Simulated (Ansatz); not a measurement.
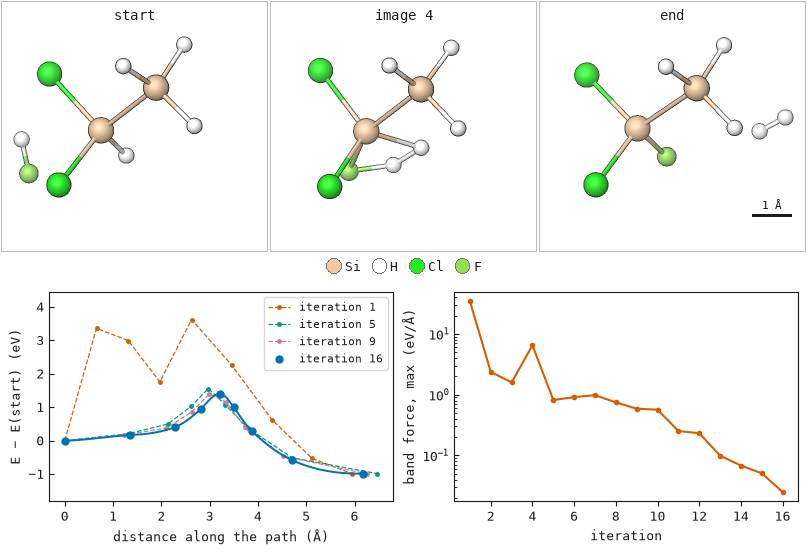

A search for the minimum-energy path of Si2H5Cl2F, made up at the start of Si2H4Cl2 and HF by the nudged elastic band. Images are numbered from 0 (start) to 8 (end). The plot follows the band through its iterations. A ball-and-stick model, seen from a free direction.

All numbers below come from RKS PBE0-D4/def2-SVP in Ansatz. Set-up: 7 movable images; climbing image; force threshold 0.05 eV/Å; iteration limit 36; starting path through a guess of the saddle point.

Question: How did the profile develop, and is the result final?

Answer: The run is converged, with reservations. The band converged in 16 iterations. The largest component of the band force went from 35 to 0.025 eV/Å. The climbing image converged on the top of the path. Its curvatures weren't checked. The first iteration put the highest image at 3.62 eV. Forward barrier 1.41 eV, backward barrier 2.39 eV, with image 4 at the top; the reaction energy is −0.99 eV.

Limits of the set-up: the start holds two separate molecules, 2.3 Å apart at their closest, whose relative position is a soft coordinate.
